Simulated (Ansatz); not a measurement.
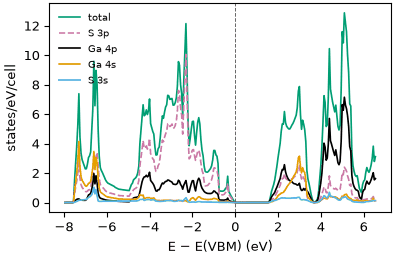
Fig. 1. Total and projected density of states of GaS in space group P6_3/mmc (No. 194; Ga on 4f, S on 4f), PBE+D3(BJ) (plane waves, PAW; program Ansatz)

### Question
Which orbitals carry the states next to the gap?

### Answer
Top 1 eV of the valence band: S 3p 69 %, Ga 4p 20 %, Ga 4s 7 %. Bottom 1 eV of the conduction band: Ga 4p 39 %, S 3p 30 %, Ga 4s 16 %, S 3s 7 %, outside the projected shells 8 %. Projections are on Löwdin-orthogonalised atomic valence shells; empty p or d shells of many metals are not among them.

### Question
Where is the tallest occupied peak in this window, and what makes it?

### Answer
Near -2.3 eV, about 12 states/eV per cell; the largest projected share is S 3p.

The cell was relaxed with PBE+D3(BJ) under the symmetry of its start. Scalar-relativistic: spin–orbit coupling is off unless named, which matters more the heavier the elements.

Potentials: the later of the program's two PAW sets.
